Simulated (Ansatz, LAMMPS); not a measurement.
## Glassy 73GeO2-27Al2O3 (mol %) (117 atoms): where an added charge goes

Does an extra electron or hole in glassy 73GeO2-27Al2O3 (mol %) (117 atoms) stay spread out, or do the atoms trap it?

Calculated with Ansatz 0.2.0; Kohn-Sham DFT, PBE, PAW (set soft_1), plane waves.

## (1) The structure

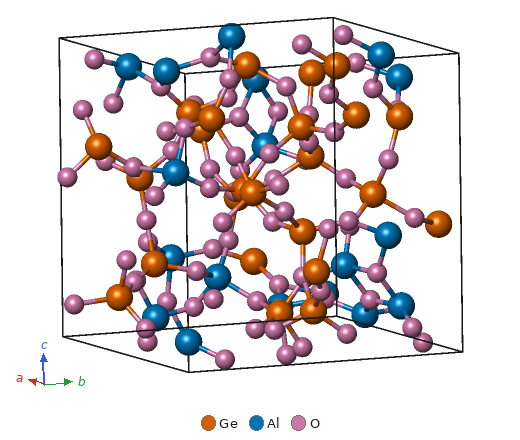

The cell as given, slightly off an axis (germanium orange, aluminium blue, oxygen pink). Bonds to atoms that aren't drawn are left out. Some periodic images of atoms are drawn too.

The cell holds 117 atoms: 24 Ge, 18 Al and 75 O. Its edges and angles: a = 11.752 Å, b = 11.752 Å, c = 11.752 Å, α = 90.0°, β = 90.0°, γ = 90.0°. 117 atoms (24 Ge, 18 Al, 75 O) placed at random at 3.46 g/cm³, melted at 4000 K for 10 ps at fixed volume with the Morse and Coulomb pair potential with partial charges (Pedone, Malavasi, Menziani, Cormack and Segre, J. Phys. Chem. B 110, 11780 (2006)). Quenched from 4000 K to 300 K at 10 K/ps and fixed volume, held 10 ps at zero pressure.

Limits known from the start: The quench rate of 10 K/ps is orders of magnitude faster than experiment, which tends to freeze in extra defects. The network of bonds at the start is that of the classical potential that made the cell, and needn't be the one that DFT or experiment would give. The Brillouin zone is sampled at Γ only, in a cell whose shortest periodic width is 12 Å.

## (2) Single point at the start

A single point comes first, to see the forces before anything moves.

Input file input.yaml:

```yaml
crystal:
  lattice:
    - [11.75225, 0.0, 0.0]
    - [0.0, 11.75225, 0.0]
    - [0.0, 0.0, 11.75225]
  atoms:
    - { symbol: Ge, position: [0.36902, 0.35407, 0.51785] }
    - { symbol: Ge, position: [0.06504, 0.27237, 0.34527] }
    - { symbol: Ge, position: [0.30016, 0.91776, 0.75755] }
    - { symbol: Ge, position: [0.32589, 0.20748, 0.75913] }
    - { symbol: Ge, position: [0.54467, 0.6708, 0.7107] }
    - { symbol: Ge, position: [0.26086, 0.79986, 0.51054] }
    - { symbol: Ge, position: [0.65656, 0.92307, 0.71979] }
    - { symbol: Ge, position: [0.90302, 0.16325, 0.13207] }
    - { symbol: Ge, position: [0.62281, 0.49663, 0.50228] }
    - { symbol: Ge, position: [0.94775, 0.90395, 0.16216] }
    - { symbol: Ge, position: [0.64847, 0.1763, 0.2738] }
    - { symbol: Ge, position: [0.44441, 0.53794, 0.10721] }
    - { symbol: Ge, position: [0.26492, 0.57655, 0.65421] }
    - { symbol: Ge, position: [0.651, 0.71986, 0.3436] }
    - { symbol: Ge, position: [0.21685, 0.56277, 0.93746] }
    - { symbol: Ge, position: [0.95484, 0.1184, 0.63379] }
    - { symbol: Ge, position: [0.70782, 0.78093, 0.06745] }
    - { symbol: Ge, position: [0.94181, 0.52555, 0.70026] }
    - { symbol: Ge, position: [0.92018, 0.663, 0.4461] }
    - { symbol: Ge, position: [0.5974, 0.28895, 0.77799] }
    - { symbol: Ge, position: [0.87829, 0.95548, 0.85619] }
    - { symbol: Ge, position: [0.64424, 0.52057, 0.91579] }
    - { symbol: Ge, position: [0.69701, 0.14947, 0.55832] }
    - { symbol: Ge, position: [0.02388, 0.92907, 0.42965] }
    - { symbol: Al, position: [0.46712, 0.09576, 0.12007] }
    - { symbol: Al, position: [0.1027, 0.33672, 0.72248] }
    - { symbol: Al, position: [0.49896, 0.9618, 0.33326] }
    - { symbol: Al, position: [0.37691, 0.74524, 0.26202] }
    - { symbol: Al, position: [0.85449, 0.32344, 0.88394] }
    - { symbol: Al, position: [0.49853, 0.94425, 0.93797] }
    - { symbol: Al, position: [0.67734, 0.10355, 0.93546] }
    - { symbol: Al, position: [0.02963, 0.51532, 0.2234] }
    - { symbol: Al, position: [0.2466, 0.05385, 0.35008] }
    - { symbol: Al, position: [0.41238, 0.2983, 0.24858] }
    - { symbol: Al, position: [0.11831, 0.3119, 0.94662] }
    - { symbol: Al, position: [0.21986, 0.43556, 0.16427] }
    - { symbol: Al, position: [0.11154, 0.83248, 0.91751] }
    - { symbol: Al, position: [0.88408, 0.57585, 0.97944] }
    - { symbol: Al, position: [0.86471, 0.35666, 0.54125] }
    - { symbol: Al, position: [0.14111, 0.71003, 0.12888] }
    - { symbol: Al, position: [0.14201, 0.06591, 0.08007] }
    - { symbol: Al, position: [0.30318, 0.91693, 0.12365] }
    - { symbol: O, position: [0.80815, 0.03996, 0.94882] }
    - { symbol: O, position: [0.16962, 0.4352, 0.00898] }
    - { symbol: O, position: [0.39115, 0.99614, 0.03451] }
    - { symbol: O, position: [0.4584, 0.24187, 0.82265] }
    - { symbol: O, position: [0.84027, 0.19177, 0.5736] }
    - { symbol: O, position: [0.21486, 0.02206, 0.20893] }
    - { symbol: O, position: [0.26186, 0.78502, 0.15797] }
    - { symbol: O, position: [0.15725, 0.16624, 0.38287] }
    - { symbol: O, position: [0.14711, 0.6917, 0.97173] }
    - { symbol: O, position: [0.59781, 0.64279, 0.84176] }
    - { symbol: O, position: [0.56374, 0.29135, 0.25209] }
    - { symbol: O, position: [0.93522, 0.05327, 0.7635] }
    - { symbol: O, position: [0.30001, 0.06743, 0.76671] }
    - { symbol: O, position: [0.11704, 0.38652, 0.25308] }
    - { symbol: O, position: [0.5831, 0.85706, 0.37889] }
    - { symbol: O, position: [0.9901, 0.79107, 0.45324] }
    - { symbol: O, position: [0.56991, 0.50624, 0.04309] }
    - { symbol: O, position: [0.69229, 0.02316, 0.62348] }
    - { symbol: O, position: [0.98902, 0.03747, 0.10674] }
    - { symbol: O, position: [0.38284, 0.03212, 0.38811] }
    - { symbol: O, position: [0.41167, 0.87382, 0.84217] }
    - { symbol: O, position: [0.00565, 0.34013, 0.84978] }
    - { symbol: O, position: [0.96148, 0.53357, 0.09418] }
    - { symbol: O, position: [0.13344, 0.19361, 0.01411] }
    - { symbol: O, position: [0.5716, 0.1126, 0.02677] }
    - { symbol: O, position: [0.97922, 0.87516, 0.92098] }
    - { symbol: O, position: [0.71435, 0.23881, 0.85576] }
    - { symbol: O, position: [0.37088, 0.19143, 0.16194] }
    - { symbol: O, position: [0.17908, 0.85471, 0.79774] }
    - { symbol: O, position: [0.89068, 0.2534, 0.02301] }
    - { symbol: O, position: [0.96067, 0.95552, 0.30031] }
    - { symbol: O, position: [0.97338, 0.22322, 0.24401] }
    - { symbol: O, position: [0.05949, 0.22412, 0.65362] }
    - { symbol: O, position: [0.03276, 0.78665, 0.15584] }
    - { symbol: O, position: [0.35269, 0.31288, 0.37872] }
    - { symbol: O, position: [0.93042, 0.58719, 0.8316] }
    [... 33 atom lines left out ...]
    - { symbol: O, position: [0.74976, 0.42796, 0.498] }
    - { symbol: O, position: [0.42533, 0.62094, 0.22239] }
    - { symbol: O, position: [0.5796, 0.80682, 0.67989] }
    - { symbol: O, position: [0.34506, 0.57382, 0.00375] }
    - { symbol: O, position: [0.36432, 0.41925, 0.16639] }
    - { symbol: O, position: [0.07143, 0.46981, 0.67099] }
kpoints:
  mp_grid: { grid: [1, 1, 1] }
hamiltonian:
  xc: pbe
  pseudopotentials: { kind: paw, azcp: { folder: soft_1 } }
scf:
  occupations: { method: fixed }
output:
  forces: true
```

The run is started by

```console
$ ansatz run input.yaml --threads 4 --pin off --max-ram 8192MiB --backend cpu --events-out ev --progress --plain --runs-dir out
```

Numbers of over 12 decimals in the logs are rounded to 6 here.

The log of the run:

```text
Engine: ansatz 0.2.0, aarch64-unknown-linux-gnu
Pseudopotentials: kind: paw
Pseudopotential: Ge, paw, valence charge 14, recommended cutoff 420 eV (normal), soft_1/Ge.paw.azcp
Pseudopotential: Al, paw, valence charge 3, recommended cutoff 420 eV (normal), soft_1/Al.paw.azcp
Pseudopotential: O, paw, valence charge 6, recommended cutoff 420 eV (normal), soft_1/O.paw.azcp
[... 5 lines on functional and potentials left out ...]
Crystal: 117 atoms, lattice volume = 1623.166 Å³
Basis set: ecut = 420 eV, 31559 PW (Γ), exchange–correlation on 160×160×160 points (8 copies of the dense FFT grid, shifted against one another)
Bands: 537, of which v1, the nominal top of the filled ones, is band 420 counted from 1 (419 counted from 0)
Symmetry: 1 space group operations
Space group: P1 (ITA 1), of the structure as read, at distance tolerance 1.2e-4 Å
k-points: 1
[... 7 lines on functional and potentials left out ...]
Initial density: superposition of atomic densities (chi_scale 0.1, normalization cell, long waves kept (reshape's long-wave potential 0.60 eV rms))
Initial wavefunctions: pseudopotential atomic-orbital guess
Functional: x = pbe(κ = 0.804, μ = 0.219515), c = pbe(β = 0.066725)
SCF iter   1: F=—  HF=-155399.891408 eV  |F-HF|=—  |Δ(HF+E_count)|=         —  Δρ=1.14e-1  dr2=1.73e2  ethr=3.10e-3  ⟨swp⟩=5.0  Hψ=1640  notcnv=0  defer=112
preconditioner: auto → Resta (q_TF=auto, 2.445 Å⁻¹)  ε∞=2.6  [insulator: Δε(μ)=3.712 eV  Ē_g=21.293 eV  n_scr=388 (ndim 8)  ℏωp=26.7 eV  f_vac=0.116  ε∞_Penn≈2.6]
SCF iter   2: F=—  HF=-155352.807361 eV  |F-HF|=—  |Δ(HF+E_count)|=    4.71e1  Δρ=4.61e-2  dr2=1.71e1  ethr=3.10e-3  ⟨swp⟩=3.0  Hψ=991  notcnv=0  defer=114
SCF iter   3: F=—  HF=-155348.969700 eV  |F-HF|=—  |Δ(HF+E_count)|=    3.84e0  Δρ=1.91e-2  dr2=4.44e0  ethr=2.04e-3  ⟨swp⟩=2.0  Hψ=567  notcnv=0  defer=112
SCF iter   4: F=—  HF=-155348.346517 eV  |F-HF|=—  |Δ(HF+E_count)|=   6.23e-1  Δρ=4.58e-3  dr2=2.79e-1  ethr=5.28e-4  ⟨swp⟩=4.0  Hψ=862  notcnv=0  defer=115
SCF iter   5: F=—  HF=-155348.307940 eV  |F-HF|=—  |Δ(HF+E_count)|=   3.86e-2  Δρ=1.87e-3  dr2=4.66e-2  ethr=3.32e-5  ⟨swp⟩=2.0  Hψ=982  notcnv=0  defer=115
SCF iter   6: F=—  HF=-155348.365167 eV  |F-HF|=—  |Δ(HF+E_count)|=   5.72e-2  Δρ=1.28e-3  dr2=2.09e-2  ethr=5.54e-6  ⟨swp⟩=3.0  Hψ=847  notcnv=0  defer=115
SCF iter   7: F=—  HF=-155348.360603 eV  |F-HF|=—  |Δ(HF+E_count)|=   4.56e-3  Δρ=2.00e-4  dr2=8.12e-4  ethr=2.48e-6  ⟨swp⟩=2.0  Hψ=847  notcnv=0  defer=115
SCF iter   8: F=—  HF=-155348.361869 eV  |F-HF|=—  |Δ(HF+E_count)|=   1.27e-3  Δρ=1.52e-4  dr2=3.11e-4  ethr=9.67e-8  ⟨swp⟩=2.0  Hψ=844  notcnv=0  defer=115
SCF iter   9: F=—  HF=-155348.361887 eV  |F-HF|=—  |Δ(HF+E_count)|=   1.78e-5  Δρ=5.56e-5  dr2=4.42e-5  ethr=3.70e-8  ⟨swp⟩=3.0  Hψ=849  notcnv=0  defer=112
SCF iter  10: F=—  HF=-155348.361927 eV  |F-HF|=—  |Δ(HF+E_count)|=   4.01e-5  Δρ=1.30e-5  dr2=3.05e-6  ethr=5.26e-9  ⟨swp⟩=2.0  Hψ=858  notcnv=0  defer=112
SCF iter  11: F=—  HF=-155348.361930 eV  |F-HF|=—  |Δ(HF+E_count)|=   3.15e-6  Δρ=1.07e-5  dr2=1.50e-6  ethr=3.63e-10  ⟨swp⟩=2.0  Hψ=842  notcnv=0  defer=112
SCF iter  12: F=-155348.361930 eV  HF=-155348.361930 eV  |F-HF|=5.58e-8  |Δ(HF+E_count)|=   1.91e-7  Δρ=2.09e-6  dr2=7.83e-8  ethr=1.19e-11  ⟨swp⟩=3.0  Hψ=2024  notcnv=0
SCF 1 converged in 12 iterations: F = -155348.361930 eV  dr2 = 7.83e-8
  greatest PAW one-centre occupation: 0.999 electrons in one spin orbital (limit 2), on the Ge atom at site 7 (counted from 0), in its partial waves of l = 2
SCF converged after 12 iterations
Free energy (F): -155348.361930 eV
Harris-Foulkes:  -155348.361930 eV  (|F-HF|=5.58e-8)
Internal energy: -155348.361930 eV  (E = F + TS)
E sigma→0 (E₀):  -155348.361930 eV
Fermi energy:    3.972918 eV
--- Per-component energies (eV) ---
  E_band       = -6819.239826
  E_kinetic    = 15468.602960
  E_local      = -108481.940112  (includes V_loc(G=0)·N_el)
  E_nonlocal   = 9587.534801
  E_hartree    = 48140.316251
  E_xc         = -7738.174220
  E_vxc        = -8909.117134  (∫ρ·V_xc dr)
  E_paw        = -69265.410984  (= ΣΔE_a)
  E_vpaw       = -10765.027650  (= ΣTr[D̂ρ^β])
  E_aug_tail   = 0.059800  (compensation charges beyond the density's cutoff)
  E_ewald      = -43059.350426
  E_smearing   = -0.000000  (= −TS)
  E_closure    = -0.000000  (closes the sum)
  Σ components = -155348.361930   (vs F -155348.361930, Δ=0.00e0)
--- Forces (eV/Å), atoms counted from 1 ---
  atom   1  Ge     2.17748975    -1.86454551    -0.65947760
  atom   2  Ge    -0.64111135    -0.28512255     1.10601454
  atom   3  Ge     1.44472825     0.36717967     0.32300298
  atom   4  Ge     2.26680825     0.48741617    -0.23950821
  atom   5  Ge    -1.85051429    -1.87590469    -1.18882532
  atom   6  Ge    -0.31334013     0.36828273    -0.48620196
  atom   7  Ge    -1.92119209    -0.27777105     1.34096519
  atom   8  Ge    -1.51668049     0.41551095     0.69298314
  atom   9  Ge    -0.69683078     0.73037926     0.84831353
  atom  10  Ge    -0.26613146    -1.69048638     0.54826740
  atom  11  Ge    -1.40909444     0.66714349     0.15685110
  atom  12  Ge    -0.30360978     0.23092518    -0.13546867
  atom  13  Ge     3.04230061    -1.13461053     1.53677496
  atom  14  Ge     0.35965163     2.84460798    -0.65072353
[...]
atom 116  O      0.52414031    -0.71030718     0.13533000
  atom 117  O      2.87750888     0.14387150    -1.10641081
  max |Σ_I F_I| component: 1.94e-4 eV/Å
```

Wall time 34 s (4 threads of Arm Neoverse V1, shared host); peak memory 2.3 GiB; 2.2 min of CPU time.

The column dr2 measures how far the density is from self-consistency, as an energy; F and HF (Harris–Foulkes) agree once it is small.

The r.m.s. force at the start is 1.1 eV/Å.

## (3) Relaxation

The atoms are relaxed in the fixed cell, aiming at the force tolerance of the input.

Input file input.yaml:

```yaml
crystal:
  lattice:
    - [11.75225, 0.0, 0.0]
    - [0.0, 11.75225, 0.0]
    - [0.0, 0.0, 11.75225]
  atoms:
    [... the 117 atom lines of step 2 ...]
kpoints:
  mp_grid: { grid: [1, 1, 1] }
hamiltonian:
  xc: pbe
  pseudopotentials: { kind: paw, azcp: { folder: soft_1 } }
scf:
  occupations: { method: fixed }
output:
  forces: true
relax:
  f_tol: 0.05
  max_steps: 120
```

The log of the run:

```text
[...]
Crystal: 117 atoms, lattice volume = 1623.166 Å³
Basis set: ecut = 420 eV, 31559 PW (Γ), exchange–correlation on 160×160×160 points (8 copies of the dense FFT grid, shifted against one another)
Bands: 537, of which v1, the nominal top of the filled ones, is band 420 counted from 1 (419 counted from 0)
Symmetry: 1 space group operations
[...]
k-points: 1
[...]
SCF iter   1: F=—  HF=-155399.891408 eV  |F-HF|=—  |Δ(HF+E_count)|=         —  Δρ=1.14e-1  dr2=1.73e2  ethr=3.10e-3  ⟨swp⟩=5.0  Hψ=1640  notcnv=0  defer=112
[...]
SCF iter   8: F=—  HF=-155348.361898 eV  |F-HF|=—  |Δ(HF+E_count)|=   1.27e-3  Δρ=1.52e-4  dr2=3.11e-4  ethr=9.68e-8  ⟨swp⟩=2.0  Hψ=844  notcnv=0  defer=115
SCF iter   9: F=-155348.361907 eV  HF=-155348.361918 eV  |F-HF|=1.17e-5  |Δ(HF+E_count)|=   1.99e-5  Δρ=5.51e-5  dr2=4.39e-5  ethr=7.44e-9  ⟨swp⟩=3.0  Hψ=2019  notcnv=0
SCF 1 converged in 9 iterations: F = -155348.361907 eV  dr2 = 4.39e-5
[...]
relax step   1: F+E_penalty+E_count = -155348.36190653 eV  Δ(F+E_penalty+E_count) = +0.000e0 eV  max|allowed force component| = 3.272e0 eV/Å  Δτ_max = 0.0000 Å  (9 SCF iters, dr2 threshold 6.25e-5 eV, accepted)
[...]
relax step   2: F+E_penalty+E_count = -155354.25186723 eV  Δ(F+E_penalty+E_count) = -5.890e0 eV  max|allowed force component| = 2.125e0 eV/Å  Δτ_max = 0.1658 Å  (7 SCF iters, dr2 threshold 1.00e-4 eV, accepted)
[...]
relax step   3: F+E_penalty+E_count = -155358.32642801 eV  Δ(F+E_penalty+E_count) = -4.075e0 eV  max|allowed force component| = 7.105e-1 eV/Å  Δτ_max = 0.1949 Å  (7 SCF iters, dr2 threshold 1.00e-4 eV, accepted)
relax step   4: F+E_penalty+E_count = -155359.50433172 eV  Δ(F+E_penalty+E_count) = -1.178e0 eV  max|allowed force component| = 4.600e-1 eV/Å  Δτ_max = 0.2000 Å  (8 SCF iters, dr2 threshold 5.64e-5 eV, accepted)
relax step   5: F+E_penalty+E_count = -155359.95592650 eV  Δ(F+E_penalty+E_count) = -4.516e-1 eV  max|allowed force component| = 2.539e-1 eV/Å  Δτ_max = 0.2000 Å  (7 SCF iters, dr2 threshold 2.37e-5 eV, accepted)
relax step   6: F+E_penalty+E_count = -155360.21248435 eV  Δ(F+E_penalty+E_count) = -2.566e-1 eV  max|allowed force component| = 3.198e-1 eV/Å  Δτ_max = 0.2000 Å  (8 SCF iters, dr2 threshold 1.96e-5 eV, accepted)
relax step   7: F+E_penalty+E_count = -155360.34159090 eV  Δ(F+E_penalty+E_count) = -1.291e-1 eV  max|allowed force component| = 1.221e-1 eV/Å  Δτ_max = 0.2000 Å  (7 SCF iters, dr2 threshold 3.12e-5 eV, accepted)
relax step   8: F+E_penalty+E_count = -155360.37973950 eV  Δ(F+E_penalty+E_count) = -3.815e-2 eV  max|allowed force component| = 1.128e-1 eV/Å  Δτ_max = 0.2000 Å  (9 SCF iters, accepted)
relax step   9: F+E_penalty+E_count = -155360.37204709 eV  Δ(F+E_penalty+E_count) = +7.692e-3 eV  max|allowed force component| = 1.438e-1 eV/Å  Δτ_max = 0.1863 Å  (10 SCF iters, rejected (line search))
relax step  10: F+E_penalty+E_count = -155360.39138525 eV  Δ(F+E_penalty+E_count) = -1.165e-2 eV  max|allowed force component| = 7.856e-2 eV/Å  Δτ_max = 0.0710 Å  (9 SCF iters, accepted)
relax step  11: F+E_penalty+E_count = -155360.39084949 eV  Δ(F+E_penalty+E_count) = +5.358e-4 eV  max|allowed force component| = 6.654e-2 eV/Å  Δτ_max = 0.0810 Å  (7 SCF iters, dr2 threshold 3.00e-6 eV, rejected (line search))
[...]
relax step  12: F+E_penalty+E_count = -155360.39493667 eV  Δ(F+E_penalty+E_count) = -3.551e-3 eV  max|allowed force component| = 3.115e-2 eV/Å  Δτ_max = 0.0405 Å  (8 SCF iters, accepted)
SCF converged after 8 iterations
Free energy (F): -155360.394937 eV
[...]
Internal energy: -155360.394937 eV  (E = F + TS)
E sigma→0 (E₀):  -155360.394937 eV
Fermi energy:    3.772022 eV
[...]
Σ components = -155360.394937   (vs F -155360.394937, Δ=0.00e0)
--- Forces (eV/Å), atoms counted from 1 ---
  atom   1  Ge     0.01392875     0.00036629    -0.01146043
  atom   2  Ge    -0.01417191    -0.00366823    -0.00821924
  atom   3  Ge    -0.00451836    -0.00889112    -0.00284900
  atom   4  Ge     0.01865993     0.00015684     0.00427836
[...]
atom 117  O     -0.00164506    -0.01676795    -0.00525200
  max |Σ_I F_I| component: 9.85e-5 eV/Å
--- Relaxed structure (12 steps of the walk, 10 accepted, 0 SCFs on fresh bases) ---
  F+E_penalty+E_count = -155360.39493667 eV   max|allowed force component| = 3.115e-2 eV/Å
  atoms:
    - { symbol: Ge, position: [0.372439, 0.370263, 0.512800] }
    - { symbol: Ge, position: [0.043400, 0.272651, 0.345795] }
    - { symbol: Ge, position: [0.320363, 0.922232, 0.749282] }
    - { symbol: Ge, position: [0.326858, 0.202585, 0.737695] }
[...]
- { symbol: O, position: [0.068169, 0.464587, 0.654892] }
```

The job ended after 4.9 min (4 threads; peak memory 2.3 GiB).

The relaxation converged after 12 steps, 12.0 eV below its start, with a largest force component of 0.031 eV/Å.

[end of part 1 of 4]

[Logs are printed without paths, hosts, clocks, repeated set-up lines and the standing remarks that a program may print on its own settings, such as how far it seeks lower states.]

[Hosts, paths, dates, database ids (printed as entryN), source tags and the programs' standing remarks are cut or masked in the printed files.]
